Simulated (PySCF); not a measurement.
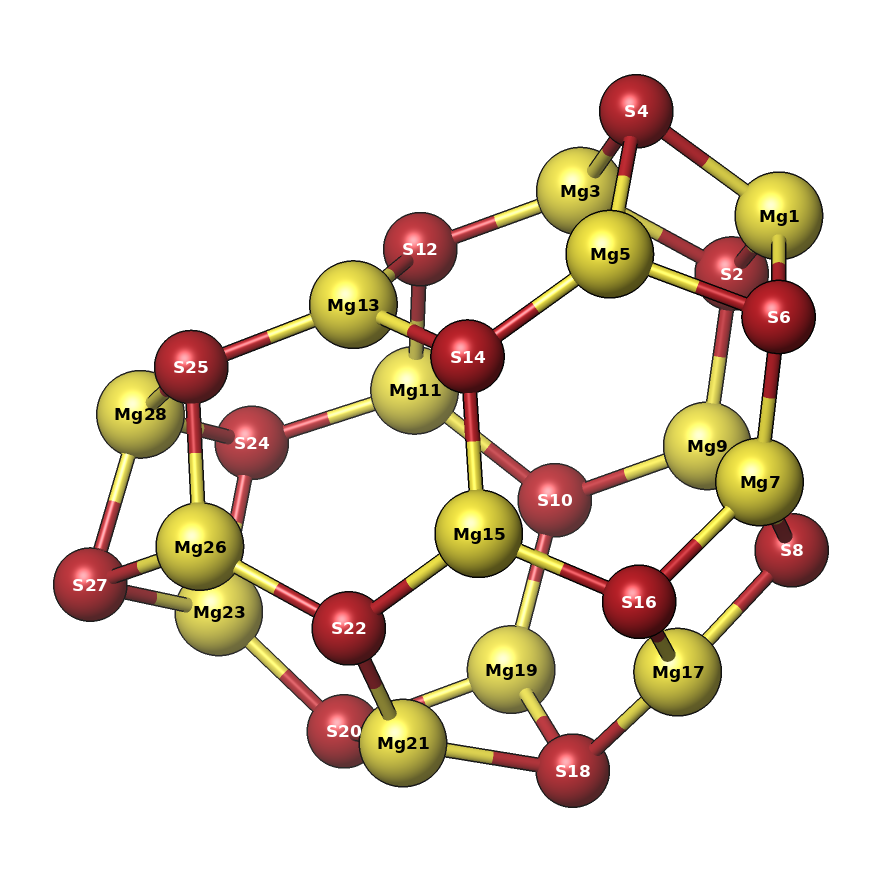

The geometry was computed by an optimisation with GFN1-xTB. No frequency run is at hand to confirm it as a minimum. Method: delta-SCF UKS SCAN, pcX-2 on the ionised atom, pcseg-1 elsewhere, spin-free X2C (atomic blocks) (PySCF 2.14.0).

Give the core-electron binding energies (to vacuum; p and d levels without spin–orbit splitting) of S4 1s, S4 2p, S10 1s, S10 2p.

| atom | level | binding energy (eV) |
| --- | --- | --- |
| S4 | 1s | 2474.8 |
| S4 | 2p | 167.5 |
| S10 | 1s | 2475.1 |
| S10 | 2p | 167.9 |

The geometry is semi-empirical. Around Mg such bond lengths and angles can be off by a tenth of an ångström or more and by several degrees, and values that hang on the shape move with them.
